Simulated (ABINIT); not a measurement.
# A GW chain in ABINIT: CdF2 (Fm-3m), part 3 of 3

Aim: the G0W0 gap of CdF2 (Fm-3m) on PBE, step by step.

ABINIT 10.8.3; PBE and many-body steps on it, plane waves. Known limits of the many-body steps: not at the basis limit; d shell near the gap, gap tends to lie low; no spin-orbit coupling; coarse k mesh.

So far. Step 4 (Empty states on the mesh, 4×4×4 mesh, 127 bands): On this mesh the gap is 3.124 eV. Step 5 (Screening, 4×4×4 mesh, 119 bands, screening to 163.3 eV): Local fields lower ε∞ by 5 %. On a Γ-centred mesh this coarse the value itself is usually too large, while a short band sum pulls it down.

### 6. Self-energy, 4×4×4 mesh, 119 bands, screening to 163.3 eV

The self-energy is evaluated for the states that the input lists, and the levels follow from it, in one-shot runs by the linearised quasiparticle equation.

This step: G0W0 on PBE, plane waves, norm-conserving pseudopotentials.

The input, run.abi:

```
acell 3*1.0 Angstrom
rprim 
  0.000000000000 2.694000000000 2.694000000000
  2.694000000000 -0.000000000000 2.694000000000
  2.694000000000 2.694000000000 -0.000000000000
ntypat 2
znucl 48 9
natom 3
typat 1 2 2
xred 
  0.000000000000 0.000000000000 0.000000000000
  0.250000000000 0.250000000000 0.250000000000
  0.750000000000 0.750000000000 0.750000000000
pp_dirpath "pseudos"
pseudos "Cd.upf, F.upf"
ecut 47
ngkpt 4 4 4
nshiftk 1
shiftk 0 0 0
kptopt 1
chksymbreak 0
istwfk *1
occopt 1
irdwfk 1
optdriver 4
nband 119
gwcalctyp 0
ecutsigx 47
symsigma 1
nkptgw 2
kptgw 
  -0.2500000000 0.5000000000 0.2500000000
  0.0000000000 0.0000000000 0.0000000000
bdgw 
  16 19
  15 21
ecuteps 6
irdscr 1
ppmodel 1
indata_prefix "in"
outdata_prefix "out"
tmpdata_prefix "tmp"
```

Started as:

```sh
> OMP_NUM_THREADS=1 mpirun -n 4 abinit run.abi > log
```

Numbers of over 12 decimals in the logs are rounded to 6 here.

The program printed:

```text
.Version 10.8.3 of ABINIT. v10.8.2 released Aug 2026.

 Symmetries : space group Fm -3 m (#225); Bravais cF (face-center cubic)
[... echo of the input left out ...]
== DATASET  1 ==================================================================
-   mpi_nproc: 4, omp_nthreads: 1 (-1 if OMP is not activated)

--- !DatasetInfo
iteration_state: {dtset: 1, }
dimensions: {natom: 3, nkpt: 8, mband: 119, nsppol: 1, nspinor: 1, nspden: 1, mpw: 4092, }
cutoff_energies: {ecut:  47.0, pawecutdg:  -1.0, }
electrons: {nelect:   3.40000000E+01, charge:   0.00000000E+00, occopt:   1.00000000E+00, tsmear:   1.00000000E-02, }

 SIGMA: Calculation of the GW corrections

 Based on a program developped by R.W. Godby, V. Olevano, G. Onida, and L. Reining.
 Incorporated in ABINIT by V. Olevano, G.-M. Rignanese, and M. Torrent.
.Using double precision arithmetic ; gwpc =  8

[... cell and pseudopotentials left out ...]
--------------------------------------------------------------------------------

 ==== K-mesh for the wavefunctions ====
 Number of points in the irreducible wedge :     8
[... list of points left out ...]
 Together with 48 symmetry operations and time-reversal symmetry
 yields    64 points in the full Brillouin Zone.

 ==== Q-mesh for screening function ====
 Number of points in the irreducible wedge :     8
[... list of points left out ...]
 Together with 48 symmetry operations and time-reversal symmetry
 yields    64 points in the full Brillouin Zone.

 vcoul_init : cutoff-mode = AUXILIARY_FUNCTION
 q-points for optical limit:   1
     1)      0.000010    0.000020    0.000030
 setmesh: FFT mesh size selected  =    45x   45x   45
          total number of points  =        91125

 Number of electrons calculated from density =   34.0000; Expected =   34.0000
 average of density, n =  0.128843
 r_s =    1.2282
 omega_plasma =   34.6246 [eV]

 === KS Band Gaps ===
  >>>> For spin  1
   Minimum direct gap =   3.6194 [eV], located at k-point      :   0.0000  0.0000  0.0000
   Fundamental gap    =   3.1240 [eV], Top of valence bands at :  -0.2500  0.5000  0.2500
                                       Bottom of conduction at :   0.0000  0.0000  0.0000
 SIGMA fundamental parameters:
 PLASMON POLE MODEL  1
 number of plane-waves for SigmaX                 4015
 number of plane-waves for SigmaC and W            169
 number of plane-waves for wavefunctions          4015
 number of bands                                   119
 number of independent spin polarizations            1
 number of spinorial components                      1
 number of k-points in IBZ                           8
 number of q-points in IBZ                           8
 number of symmetry operations                      48
 number of k-points in BZ                           64
 number of q-points in BZ                           64
 number of frequencies for dSigma/dE                 9
 frequency step for dSigma/dE [eV]                0.25
 number of omega for Sigma on real axis              0
 max omega for Sigma on real axis  [eV]           0.00
 zcut for avoiding poles [eV]                     0.10

 EPSILON^-1 parameters (SCR file):
 dimension of the eps^-1 matrix on file            169
 dimension of the eps^-1 matrix used               169
 number of plane-waves for wavefunctions          4015
 number of bands                                   119
 number of q-points in IBZ                           8
 number of frequencies                               2
 number of real frequencies                          1
 number of imag frequencies                          1

 matrix elements of self-energy operator (all in [eV])

 Perturbative Calculation

--- !SelfEnergy_ee
iteration_state: {dtset: 1, }
kpoint     : [  -0.250,    0.500,    0.250, ]
spin       : 1
KS_gap     :    8.101
QP_gap     :   11.348
Delta_QP_KS:    3.247
data: !SigmaeeData |
     Band     E0 <VxcDFT>   SigX SigC(E0)      Z dSigC/dE  Sig(E)    E-E0       E
       16   2.536 -23.138 -30.563   5.707   0.793  -0.260 -24.501  -1.363   1.173
       17   3.135 -24.392 -31.575   5.529   0.804  -0.243 -25.723  -1.330   1.805
       18  11.236 -16.752 -10.745  -3.766   0.855  -0.169 -14.835   1.917  13.153
       19  14.664 -10.958  -6.360  -3.502   0.871  -0.148 -10.003   0.955  15.618

--- !SelfEnergy_ee
iteration_state: {dtset: 1, }
kpoint     : [   0.000,    0.000,    0.000, ]
spin       : 1
KS_gap     :    3.619
QP_gap     :    6.071
Delta_QP_KS:    2.452
data: !SigmaeeData |
     Band     E0 <VxcDFT>   SigX SigC(E0)      Z dSigC/dE  Sig(E)    E-E0       E
       15   2.640 -24.993 -32.322   5.377   0.817  -0.224 -26.588  -1.595   1.045
       16   2.640 -24.993 -32.322   5.377   0.817  -0.224 -26.588  -1.595   1.045
       17   2.640 -24.993 -32.322   5.377   0.817  -0.224 -26.588  -1.595   1.045
       18   6.259 -12.403  -7.938  -3.486   0.875  -0.143 -11.546   0.857   7.116
       19  15.876 -10.202  -4.669  -4.280   0.878  -0.140  -9.103   1.100  16.975
       20  15.876 -10.202  -4.669  -4.280   0.878  -0.140  -9.103   1.100  16.975
       21  15.876 -10.202  -4.669  -4.280   0.878  -0.140  -9.103   1.100  16.975

== END DATASET(S) ==============================================================
================================================================================

 -outvars: echo values of variables after computation  --------
           etotal      0.0000000000E+00
            nband         119
             nkpt           8
          spgroup         225
 [... the other variables as echoed above ...]

 Calculation completed.
```

It took 9.5 s on 4 MPI ranks of Arm Neoverse V1, shared host; peak memory 0.93 GiB.

This step gave:

```yaml
g0w0_gap_on_the_points_computed: 5.311 eV
starting_gap_on_the_mesh: 3.124 eV
k_of_the_valence_top: -0.25, 0.5, 0.25
k_of_the_conduction_bottom: 0, 0, 0
z_at_the_valence_top: 0.804
z_at_the_conduction_bottom: 0.875
least_direct_g0w0_gap_on_the_computed_points: 6.071 eV
```

The gap on the mesh goes from 3.12 eV to 5.31 eV, a correction of +2.19 eV.

Limits: finite bands, cutoff and mesh; d shell near the gap, gap tends to lie low; no spin-orbit coupling; coarse k mesh. v1 is the top filled band, c1 the lowest empty one. Levels before and after the correction, in eV, zero at the valence-band top of each column:

|  | conduction bottom | valence top |
| --- | --- | --- |
| Kohn-Sham | 3.12 | 0.00 |
| G0W0 | 5.31 | 0.00 |

|  | level | energy (eV) |
| --- | --- | --- |
| Kohn-Sham | (-0.25 0.5 0.25) v2 | -0.599 |
| Kohn-Sham | (-0.25 0.5 0.25) v1 | 0.000 |
| Kohn-Sham | (-0.25 0.5 0.25) c1 | 8.101 |
| Kohn-Sham | (-0.25 0.5 0.25) c2 | 11.529 |
| Kohn-Sham | Γ v3-v1 | -0.495 |
| Kohn-Sham | Γ c1 | 3.124 |
| Kohn-Sham | Γ c2-c4 | 12.741 |
| G0W0 | (-0.25 0.5 0.25) v2 | -0.632 |
| G0W0 | (-0.25 0.5 0.25) v1 | 0.000 |
| G0W0 | (-0.25 0.5 0.25) c1 | 11.348 |
| G0W0 | (-0.25 0.5 0.25) c2 | 13.813 |
| G0W0 | Γ v3-v1 | -0.760 |
| G0W0 | Γ c1 | 5.311 |
| G0W0 | Γ c2-c4 | 15.170 |

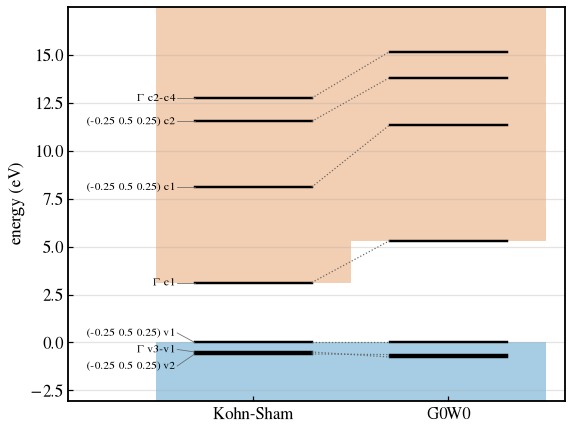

Levels before and after the correction. Shaded: valence and conduction bands.

### 7. Where the time went

Times are wall times on 4 MPI ranks of Arm Neoverse V1, shared host, good to a factor of about two.

| step | time | share | memory (GiB) |
| --- | --- | --- | --- |
| ground state | 17 s | 9 % | 0.35 |
| bands along the symmetry lines | 24 s | 12 % | 0.34 |
| empty states on the mesh | 1.7 min | 52 % | 3.8 |
| screening | 44 s | 22 % | 1.0 |
| self-energy | 9.5 s | 5 % | 0.93 |

### 8. What came out

| Item | Value |
| --- | --- |
| PBE gap | 3.12 eV, indirect |
| G0W0 gap on the mesh | 5.31 eV |
| GW settings | 4×4×4 mesh, 119 bands, screening to 163.3 eV, Godby-Needs plasmon pole |
| known limits | not at the basis limit; d shell near the gap, gap tends to lie low; no spin-orbit coupling; coarse k mesh |

In words: G0W0 moves the gap on the mesh from 3.12 eV to 5.31 eV (+2.19 eV), with Z of 0.80 and 0.88 at the edges. Local fields lower the RPA ε∞ on this mesh from 2.92 to 2.76; a Γ-centred mesh this coarse tends to raise both, most where the direct gap is narrow, while a short band sum lowers them. Only 2 of the mesh's irreducible points were corrected, so a valley elsewhere could overtake. The dearest step here is «empty states on the mesh». Bands and cutoff are finite, so the gap is not at the basis limit. The miss can reach some tenths of an eV and take either sign; the mesh is an error of its own. In the G0W0 run levels were corrected at 2 k points alone, so a gap called «on the mesh» is the least over those, and an edge elsewhere would be missed. The 4×4×4 mesh is coarse for this cell, which bears on the long-range parts of exchange and screening. A d shell, filled or nearly so, lies near the gap. One-shot GW converges very slowly in bands there, not always from below, and on a semilocal start the gap tends to come out low; starts rich in exact exchange can overshoot instead. The many-body steps are scalar-relativistic: spin-orbit coupling is not in them.

[Paths, hosts, dates, memory and timing lines, banners, echoed tables and standing remarks are left out of the program output.]

[Logs are printed without paths, hosts, clocks, repeated set-up lines and the standing remarks that a program may print on its own settings, such as how far it seeks lower states.]

[Runs of the session that timed out or met a known fault of the program may be left out.]

[Hosts, paths, dates, database ids (printed as entryN), source tags and the programs' standing remarks are cut or masked in the printed files.]

[G0W0 gaps are taken among the corrected bands and points alone; a level outside them can change the order at an edge.]

[Where Ansatz stands beside ABINIT at settings called matched, ABINIT's density can come from a denser mesh and the files from another edition; pairs whose starting gaps differed by over 0.03 eV were left out, so agreement reads better than it is.]
